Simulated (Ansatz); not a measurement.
# BClH₄O₂Si···HCl: what the fields show

```
atom    x (Å)    y (Å)    z (Å)
   B  -0.0785   0.4177  -0.4041
  Cl  -0.0631  -0.2503   2.5909
   O   1.2137   0.0193  -0.3951
   H   1.3210  -0.8877  -0.7153
  Cl  -1.3563  -0.6182  -1.1047
   O  -0.3623   1.6698   0.1028
  Si  -1.7286   2.6274   0.2461
   H  -2.9215   1.9671  -0.3375
   H  -1.9381   2.8912   1.6915
   H  -1.4557   3.9039  -0.4596
   H   0.3745   0.8756   2.0297
```

Not at a stationary point (largest force 1.1 eV/Å).

The calculation used Ansatz, RKS r2SCAN/6-31G*.

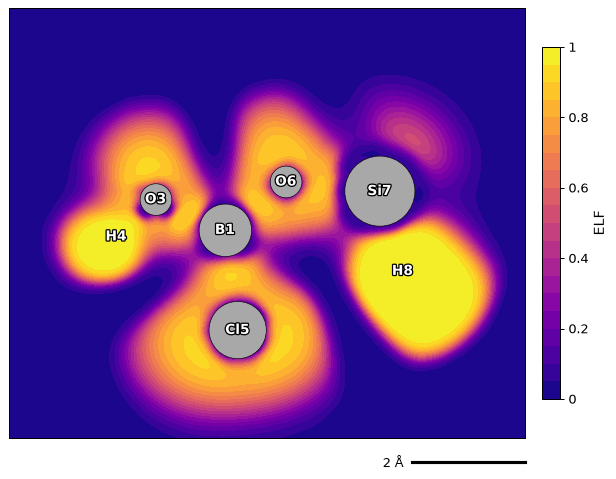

Figure 1. ELF on the plane of atoms O6, Si7 and H8. Grey discs cover the atomic cores.

Describe what can be read from this map.

The plane passes through B, O, H, Cl and Si nuclei.
B–O (1.35 Å): the ELF peaks at about 0.90 between the atoms: a short, strongly polar bond.
Si–O (1.67 Å): the ELF peaks at about 0.85 between the atoms (a polar covalent bond).
B–Cl (1.79 Å): the ELF peaks at about 0.90 between the atoms; a polar covalent bond.
O–H (0.97 Å): the ELF climbs to about 1 towards the hydrogen, as it does in any bond to H: an ordinary covalent bond to hydrogen.
Si–H (1.48 Å): the ELF climbs to about 1 towards the hydrogen.
The ELF also peaks beside Cl5, O3 and O6, away from the bonds: lone-pair regions.

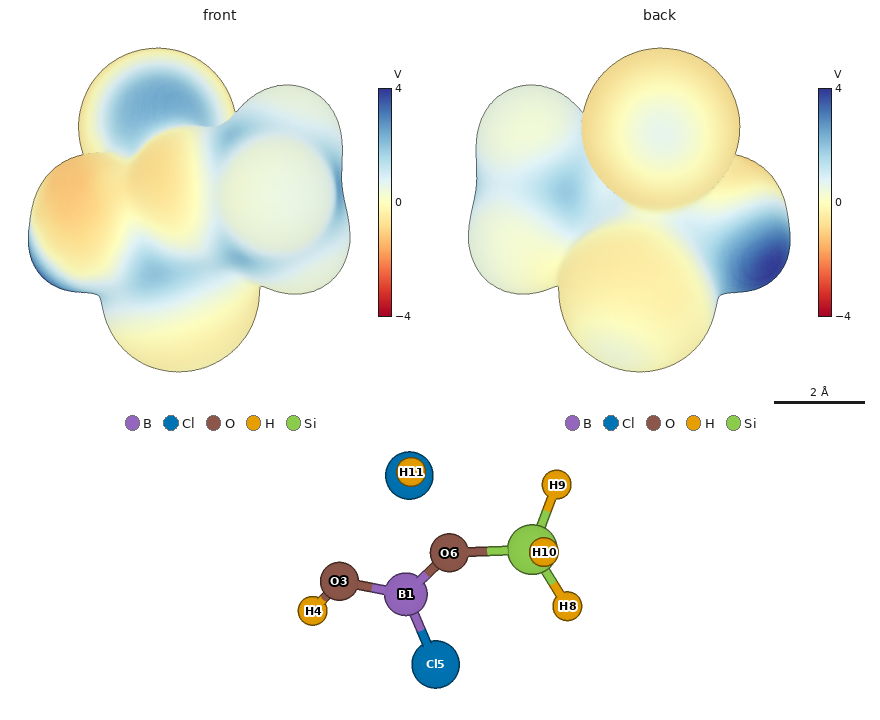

Figure 2. The electrostatic potential painted on the density surface at 0.004 e/bohr³, seen from the front and from behind; the colour scale runs from red (negative) to blue (positive). The bare structure is drawn below in the same view.

Describe the electrostatic potential map.

The most negative region (about −1.2 V) lies over O3, the most positive (about +3.8 V) over H4. Cl2 shows a σ-hole: about +0.6 V at the tip opposite its bond, against about −0.4 V on its flanks. Cl5 shows a σ-hole: about +0.3 V at the tip opposite its bond, against about −0.1 V on its flanks. O3 is the likeliest acceptor of a hydrogen bond.

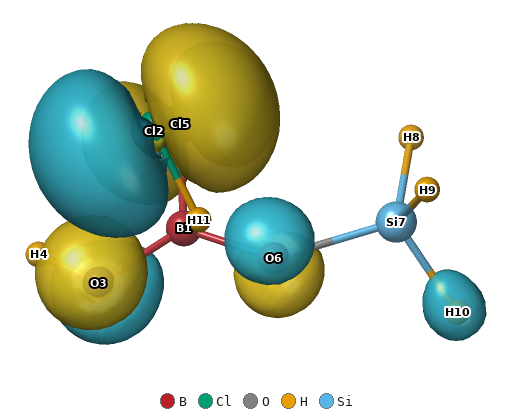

Figure 3. One frontier orbital at ±0.1 Å⁻³ᐟ² (yellow and cyan are the two phases), seen from one side.

Which orbital is it: HOMO or LUMO?

The HOMO, at −7.98 eV. It lies mainly on Cl2 (about 55 %), Cl5 (about 15 %) and O3 (about 15 %).
